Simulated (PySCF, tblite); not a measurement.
**C₂H₁₀B₂NP: geometry, infrared bands and NMR shifts**

Wanted: the infrared bands and NMR shifts of C₂H₁₀B₂NP (`CBPBNC`), by calculation.

The runs use tblite 0.8.0 and PySCF 2.14.0, with density-fitted response routines of our own; the level of theory stands in each step. All values are computed, except where a source is named. Atoms are numbered from 0 throughout.

### 1 The molecule as given

16 atoms, charge 0, multiplicity 1; geometry from: force field or distance geometry start.

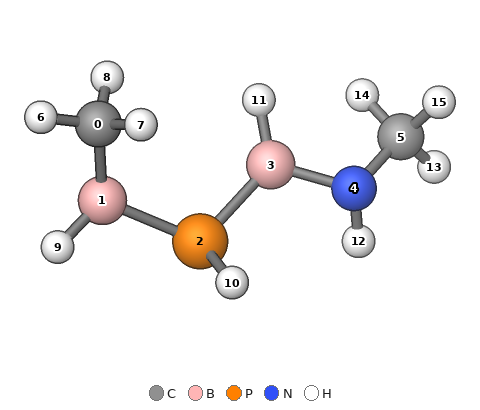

The starting geometry (carbon grey, boron pink, phosphorus orange, nitrogen blue, hydrogen white), atoms numbered.

### 2 Relaxing the molecule with GFN2-xTB

The job: settings as JSON, then the geometry in Å.

```
{"job": {"kind": "relax", "xc": "GFN2-xTB", "basis": "xTB"}, "charge": 0, "multiplicity": 1}
C     -2.883700     0.409700     0.390400
B     -2.347100    -1.018900    -0.047700
P     -0.488100    -1.483900     0.265900
B      0.712200    -0.023500    -0.063000
N      2.050500    -0.138600     0.687800
C      2.994600     0.785100     0.112300
H     -4.009600     0.414000     0.432200
H     -2.512000     0.664100     1.412200
H     -2.554000     1.126300    -0.378400
H     -3.120100    -1.909600     0.166000
H     -0.321400    -1.913900     1.636400
H      0.397400     1.048000    -0.394500
H      2.409700    -1.104000     0.486600
H      3.897600     0.251300    -0.278800
H      2.478300     1.297800    -0.732300
H      3.288300     1.605100     0.828500
```

On the command line:

```
> OMP_NUM_THREADS=1 python probes_run.py task.json out
```

This one command runs all jobs of the session in turn.

The log of the run:

```text
step      E/eV     max force
  0    -468.59306    3.760
  1    -469.14415    2.425
  2    -469.65166    3.094
  3    -469.88313    1.189
  4    -470.00669    0.882
  5    -470.05096    0.526
  6    -470.11213    0.568
  7    -470.15149    0.554
  8    -470.19470    0.555
  9    -470.22605    0.388
 10    -470.24917    0.307
 11    -470.26550    0.364
 12    -470.27894    0.282
 13    -470.28833    0.251
 14    -470.29849    0.287
 15    -470.31331    0.440
 16    -470.33365    0.537
 17    -470.35953    0.481
 18    -470.39100    0.427
 19    -470.42744    0.500
 20    -470.46849    0.750
 21    -470.51068    0.564
 22    -470.53549    0.397
 23    -470.54800    0.296
 24    -470.55647    0.299
 25    -470.56380    0.324
 26    -470.57404    0.268
 27    -470.58543    0.198
 28    -470.59290    0.304
 29    -470.60453    0.319
 30    -470.61492    0.243
 31    -470.62460    0.195
 32    -470.63120    0.232
 33    -470.63624    0.240
 34    -470.64055    0.202
 35    -470.64475    0.140
 36    -470.64896    0.161
 37    -470.65317    0.174
 38    -470.65745    0.169
 39    -470.66222    0.180
 40    -470.66731    0.170
 41    -470.67217    0.187
 42    -470.67689    0.225
 43    -470.68189    0.230
 44    -470.68791    0.217
 45    -470.69431    0.199
 46    -470.69916    0.179
 47    -470.70165    0.220
 48    -470.70521    0.195
 49    -470.70878    0.149
 50    -470.71244    0.204
 51    -470.71530    0.237
 52    -470.71758    0.184
 53    -470.71983    0.094
 54    -470.72130    0.092
 55    -470.72240    0.100
 56    -470.72336    0.091
 57    -470.72412    0.066
 58    -470.72466    0.055
 59    -470.72513    0.056
 60    -470.72564    0.054
 61    -470.72628    0.047
 62    -470.72670    0.048
 63    -470.72704    0.049
 64    -470.72734    0.043
 65    -470.72768    0.042
 66    -470.72797    0.036
 67    -470.72817    0.031
 68    -470.72832    0.029
 69    -470.72848    0.029
 70    -470.72869    0.028
 71    -470.72888    0.032
 72    -470.72902    0.026
 73    -470.72911    0.022
 74    -470.72916    0.016
 75    -470.72920    0.013
 76    -470.72922    0.015
 77    -470.72925    0.016
 78    -470.72928    0.011
 79    -470.72930    0.008
```

It took 0.78 s on 1 thread of Arm Neoverse N1, shared host; peak memory 0.18 GiB.

Relaxation path: (not every step is listed)

```
step  energy from step 0 (eV)  largest force (eV/Å)
   0                   0.0000                3.7595
   1                  -0.5511                2.4249
   2                  -1.0586                3.0940
   3                  -1.2901                1.1885
   4                  -1.4136                0.8817
   5                  -1.4579                0.5260
   6                  -1.5191                0.5683
   7                  -1.5584                0.5545
   8                  -1.6016                0.5545
  14                  -1.7054                0.2866
  20                  -1.8754                0.7503
  26                  -1.9810                0.2676
  32                  -2.0381                0.2317
  38                  -2.0644                0.1690
  44                  -2.0949                0.2170
  50                  -2.1194                0.2043
  56                  -2.1303                0.0911
  62                  -2.1336                0.0484
  68                  -2.1353                0.0287
  74                  -2.1361                0.0157
  75                  -2.1361                0.0130
  76                  -2.1362                0.0154
  77                  -2.1362                0.0163
  78                  -2.1362                0.0112
  79                  -2.1362                0.0082
```

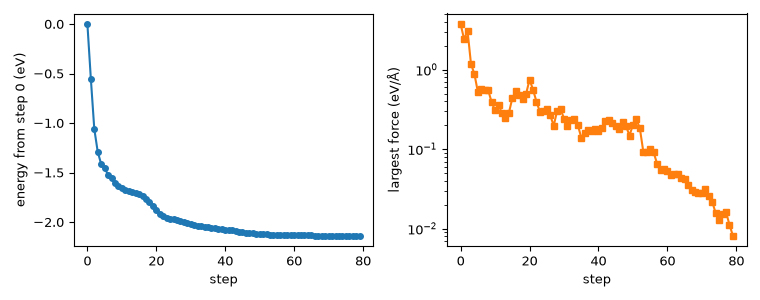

Energy and force, step by step.

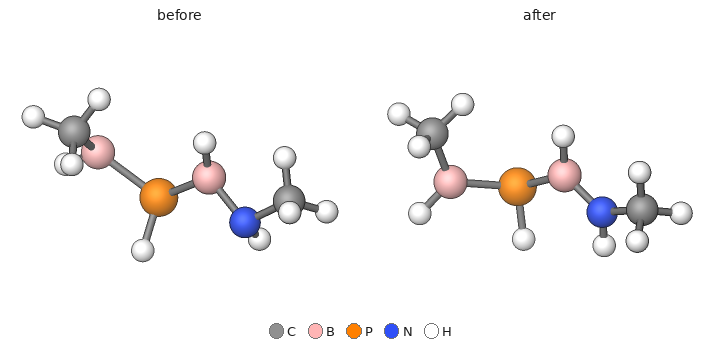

Before and after, at one scale.

Close pairs (by a distance rule), those that changed most:

```csv
bond,before (Å),after (Å),change (Å)
B3–N4,1.539,1.381,-0.158
B1–P2,1.942,1.835,-0.107
P2–H10,1.446,1.385,-0.061
P2–B3,1.919,1.875,-0.044
N4–H12,1.050,1.012,-0.038
C0–H6,1.127,1.090,-0.037
C5–H15,1.128,1.094,-0.033
C5–H14,1.115,1.088,-0.027
```

The end geometry stands in the next job.

### 3 Vibrational analysis with GFN2-xTB

The job: settings as JSON, then the geometry in Å.

```
{"job": {"kind": "ir", "xc": "GFN2-xTB", "basis": "xTB"}, "charge": 0, "multiplicity": 1}
C     -2.885783     0.431270     0.292465
B     -2.138385    -0.895499     0.709397
P     -0.623982    -1.452555    -0.163622
B      0.595437    -0.031398    -0.255807
N      1.873741    -0.191285     0.241094
C      2.949029     0.773433     0.236523
H     -3.925891     0.235693     0.032840
H     -2.914395     1.125705     1.132982
H     -2.427145     0.952660    -0.545053
H     -2.610362    -1.592373     1.528502
H     -0.028460    -2.344396     0.712645
H      0.291822     0.978975    -0.764242
H      2.149740    -1.067520     0.664393
H      3.824125     0.378272    -0.286386
H      2.616892     1.676790    -0.269852
H      3.246019     1.031171     1.257676
```

The log of the run:

```text
mode    cm-1     km/mol
  1      49.0      2.96
  2      84.2      0.78
  3     104.8      0.77
  4     117.5      0.70
  5     158.6      0.35
  6     192.9      0.53
  7     214.3      0.44
  8     292.0      3.91
  9     361.4      3.08
 10     545.3     36.23
 11     630.7    136.46
 12     637.0     19.48
 13     682.4      5.66
 14     747.2     11.57
 15     793.3      4.26
 16     809.7     48.40
 17     846.7    104.26
 18     882.1     10.18
 19     979.1     14.28
 20    1007.4     21.93
 21    1060.7     24.29
 22    1108.7      0.88
 23    1113.9    245.38
 24    1118.2    105.63
 25    1285.5     31.89
 26    1387.5     20.57
 27    1411.0     31.93
 28    1457.3    175.33
 29    1479.9      5.73
 30    1489.9      0.67
 31    1495.7      4.74
 32    1498.7     55.16
 33    2297.0    206.65
 34    2597.3    141.45
 35    2626.6    113.23
 36    2939.9     41.99
 37    2963.8     73.00
 38    2990.9     31.19
 39    3009.1     38.43
 40    3029.8     23.03
 41    3040.6     19.54
 42    3409.6      9.86
```

It took 0.74 s on 1 thread of Arm Neoverse N1, shared host; peak memory 0.18 GiB.

The strongest bands and the atoms that carry them (share of the mass-weighted mode):

```
cm⁻¹  km/mol                                 atoms
 631   136.5  H12 43 %, B3 19 %, N4 15 %, H11 15 %
 847   104.3   H6 24 %, H10 23 %, H9 14 %, B1 11 %
1114   245.4            B1 24 %, H9 18 %, H14 13 %
1118   105.6            B1 22 %, H9 16 %, H14 15 %
1457   175.3  N4 34 %, B3 19 %, H13 14 %, H15 14 %
2297   206.7                              H10 97 %
2597   141.4                               H9 92 %
2627   113.2                              H11 92 %
```

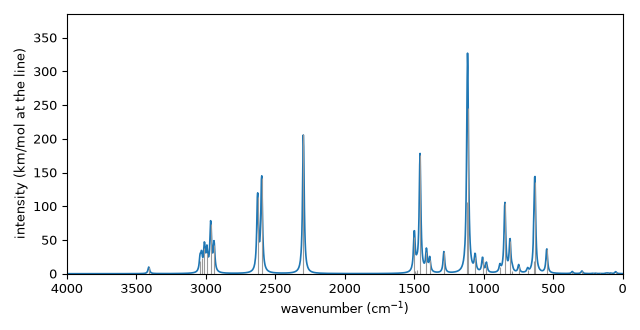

The infrared spectrum from these modes, unscaled. Lines are broadened to a width of 14 cm⁻¹ (Lorentzian).

### 4 Nuclear shieldings: PBE0/pcSseg-1

The job, as its differences from that of step 3:

```diff
@@ -1,2 +1,2 @@
-{"job": {"kind": "ir", "xc": "GFN2-xTB", "basis": "xTB"}, "charge": 0, "multiplicity": 1}
+{"job": {"kind": "nmr", "xc": "PBE0", "basis": "pcSseg-1"}, "charge": 0, "multiplicity": 1}
 C     -2.885783     0.431270     0.292465
```

Level: GIAO PBE0/pcSseg-1 NMR shielding, non-relativistic, gas phase.

The log of the run:

```text
coarse grid: 13232 points
cycle   1  E = -527.5908148359  dE =  4.345e-01  |g| = 4.099e-01  |ddm| = 3.343e+00
cycle   2  E = -527.5876137602  dE =  3.201e-03  |g| = 4.376e-01  |ddm| = 8.055e-01
cycle   3  E = -527.6377358579  dE = -5.012e-02  |g| = 5.593e-02  |ddm| = 4.375e-01
cycle   4  E = -527.6383980127  dE = -6.622e-04  |g| = 2.762e-02  |ddm| = 7.599e-02
cycle   5  E = -527.6385669379  dE = -1.689e-04  |g| = 6.725e-03  |ddm| = 2.600e-02
cycle   6  E = -527.6385775301  dE = -1.059e-05  |g| = 2.012e-03  |ddm| = 9.187e-03
cycle   7  E = -527.6385784989  dE = -9.689e-07  |g| = 4.312e-04  |ddm| = 2.581e-03
final grid: 121472 points
cycle   8  E = -527.6690264292  dE = -3.745e-05  |g| = 8.232e-03  |ddm| = 2.612e-02
cycle   9  E = -527.6690172903  dE =  9.139e-06  |g| = 1.028e-02  |ddm| = 1.491e-02
cycle  10  E = -527.6690437324  dE = -2.644e-05  |g| = 1.187e-03  |ddm| = 8.711e-03
cycle  11  E = -527.6690440489  dE = -3.165e-07  |g| = 2.554e-04  |ddm| = 9.888e-04
cycle  12  E = -527.6690440630  dE = -1.408e-08  |g| = 6.237e-05  |ddm| = 3.095e-04
cycle  13  E = -527.6690440641  dE = -1.117e-09  |g| = 2.465e-05  |ddm| = 1.141e-04
cycle  14  E = -527.6690440643  dE = -1.789e-10  |g| = 5.346e-06  |ddm| = 3.175e-05
converged SCF energy = -527.6690440643

GIAO shielding tensors (ppm)
atom      isotropic    diamagn.    paramagn.     s11        s22        s33       span
  0 C      173.489     251.515     -78.026    147.975    178.233    194.258     46.282
  1 B       16.301     194.800    -178.499    -75.851     -8.413    133.167    209.017
  2 P      414.994     972.529    -557.535    285.447    444.001    515.534    230.086
  3 B       62.371     200.987    -138.616     26.424     46.231    114.459     88.035
  4 N      140.263     323.580    -183.317     41.098    173.898    205.793    164.695
  5 C      146.956     241.883     -94.927    127.011    127.578    186.279     59.268
  6 H       30.623      27.810       2.812     26.812     27.858     37.198     10.386
  7 H       30.920      30.067       0.853     27.140     28.801     36.818      9.678
  8 H       30.032      33.046      -3.014     26.064     30.725     33.307      7.243
  9 H       23.385      30.053      -6.667     16.950     25.858     27.348     10.398
 10 H       28.423      33.834      -5.411     24.095     27.737     33.437      9.342
 11 H       26.163      33.943      -7.780     24.076     25.666     28.748      4.672
 12 H       27.697      34.567      -6.870     20.447     30.367     32.277     11.830
 13 H       28.560      26.356       2.205     24.021     26.594     35.066     11.045
 14 H       28.516      28.713      -0.197     25.149     27.619     32.779      7.631
 15 H       28.509      27.408       1.101     24.002     26.672     34.852     10.850
```

Run time: 43 s. Hardware: 1 thread of Arm Neoverse N1, shared host; peak memory 0.72 GiB.

The references, computed at this level on geometries of the same kind, shield at (ppm): 1H TMS 31.72, 13C TMS 186.9, 15N NH3 267.7, 31P H3PO4 318.4, 11B BF3·OEt2 100.1. Their shielding less the atom's gives the shift. The references are single molecules in the gas phase, so shifts against H2O, NH3, PH3, H3PO4 or CFCl3 are not on the usual liquid scales and can be off by tens of ppm. Atoms listed in one row are averaged.

```
        atoms                              environment  σ (ppm)  δ (ppm)  δ scaled to CDCl3
           C5                methyl carbon bonded to N    147.0     40.0               37.1
           C0                methyl carbon bonded to B    173.5     13.4               11.2
           H9       hydrogen on a boron bonded to C, P    23.39     8.33                  –
          H11       hydrogen on a boron bonded to N, P    26.16     5.55                  –
          H12    hydrogen on a nitrogen bonded to C, B    27.70     4.02                  –
          H10   hydrogen on a phosphorus bonded to 2 B    28.42     3.29                  –
H13, H14, H15  hydrogen on a methyl carbon bonded to N    28.53     3.19               3.11
   H6, H7, H8  hydrogen on a methyl carbon bonded to B    30.52     1.19               1.23
           B1                  boron bonded to C, P, H     16.3     83.8                  –
           B3                  boron bonded to N, P, H     62.4     37.7                  –
           P2              phosphorus bonded to 2 B, H    415.0    -96.6                  –
           N4               nitrogen bonded to C, B, H    140.3    127.5                  –
```

The scaled column applies a straight-line fit of computed shieldings to shifts measured in CDCl3 (root-mean-square error 0.16 ppm for H, 1.9 ppm for C).

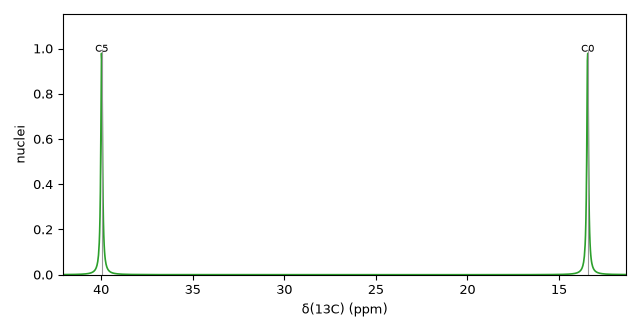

13C lines at the computed shifts, without couplings. Lines are broadened to a width of 0.11 ppm (Lorentzian).

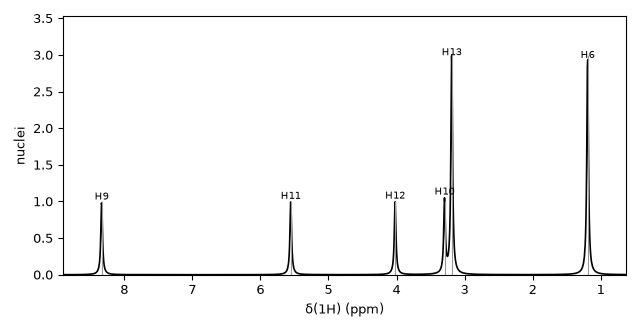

1H lines at the computed shifts, without couplings. Lines are broadened to a width of 0.03 ppm (Lorentzian).

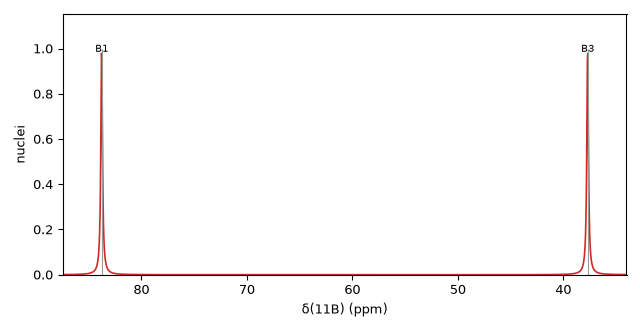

11B lines at the computed shifts, without couplings. Lines are broadened to a width of 0.18 ppm (Lorentzian).

The run also stored atomic charges by several schemes (e):

| atoms | Mulliken | IAO | Hirshfeld | ESP fit |
| --- | --- | --- | --- | --- |
| C0 | -0.50 | -0.56 | -0.19 | -0.55 |
| B1 | 0.09 | -0.07 | 0.09 | 0.35 |
| P2 | -0.20 | 0.20 | -0.01 | -0.37 |
| B3 | 0.17 | -0.10 | 0.07 | 0.17 |
| N4 | -0.51 | -0.35 | -0.16 | -0.35 |
| C5 | -0.09 | -0.30 | -0.05 | -0.22 |

IAO charges:

C0 -0.56; B1 -0.07; P2 0.20; B3 -0.10; N4 -0.35; C5 -0.30; H6 0.16; H7 0.16; H8 0.14; H9 0.02; H10 -0.02; H11 0.01; H12 0.26; H13 0.14; H14 0.16; H15 0.14

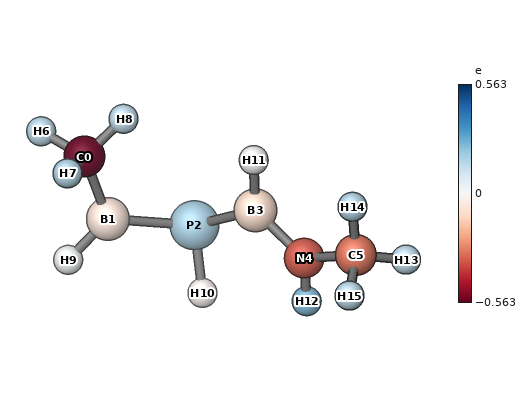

IAO charges, as colours on the atoms.

Mayer bond orders: C0–B1 1.05, B1–P2 1.24, P2–B3 1.02, B3–N4 1.37, N4–C5 0.95.

The fields below are evaluated on a grid from the run's orbitals.

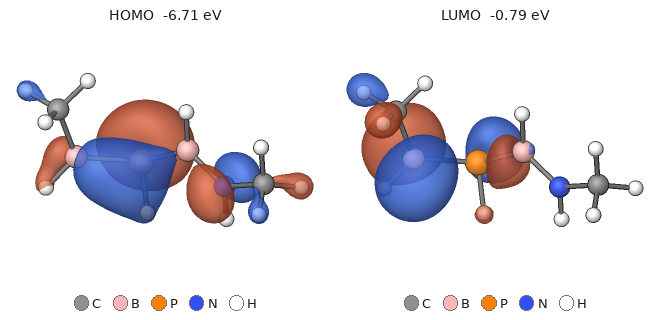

PBE0/pcSseg-1 orbitals near the gap, drawn at the value that encloses 70 % of each; the two colours are the two signs.

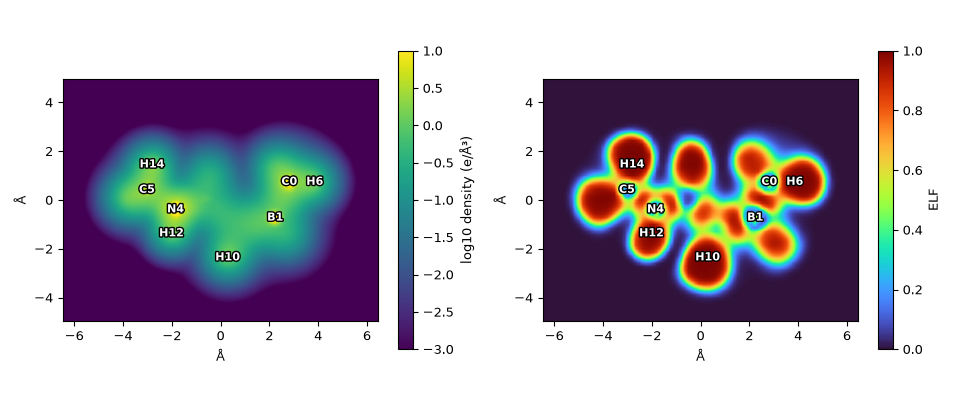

Density (left) and ELF (right) in a plane through or near 8 of the atoms.

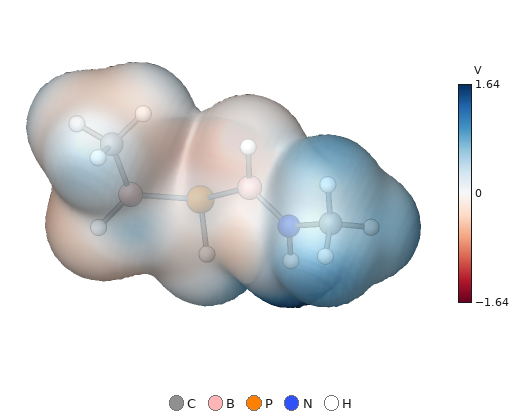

Electrostatic potential on the surface of density 0.002 e/bohr³; red is low, blue high. It runs from -0.99 V near P2 to 1.64 V near H12.

### 5 Outcome

```
                                                              quantity                                   value
                             strongest single infrared mode (GFN2-xTB)                   1114 cm⁻¹, 245 km/mol
                                          zero-point energy (GFN2-xTB)                           78.6 kcal/mol
                                13C shifts against TMS (PBE0/pcSseg-1)                          40.0, 13.4 ppm
1H shifts against TMS (PBE0/pcSseg-1, means over atoms taken as alike)  8.33, 5.55, 4.02, 3.29, 3.19, 1.19 ppm
                           11B shifts against BF3·OEt2 (PBE0/pcSseg-1)                          83.8, 37.7 ppm
                              31P shifts against H3PO4 (PBE0/pcSseg-1)                               -96.6 ppm
                                15N shifts against NH3 (PBE0/pcSseg-1)                               127.5 ppm
                                 surface potential, least and greatest                      -0.99 V and 1.64 V
```

**Reading.** Relaxing lowered the energy by 2.136 eV in 79 steps; the close pair that moved most is B3–N4, from 1.539 to 1.381 Å. No mode is imaginary among the 42: a minimum at this level. The strongest single mode, at 1114 cm⁻¹, is spread over several atoms, B1, H9, H14 among them. GFN2-xTB is a fitted tight-binding method: band positions and strengths are rough. Its intensities can rank the bands wrongly. At PBE0/pcSseg-1: The widest tensor belongs to P2: span 230 ppm, with a paramagnetic part of -558 ppm. By nearest atom (PBE0/pcSseg-1), the HOMO sits on P2 52 %; N4 14 % and the LUMO on B1 51 %; H9 14 %.
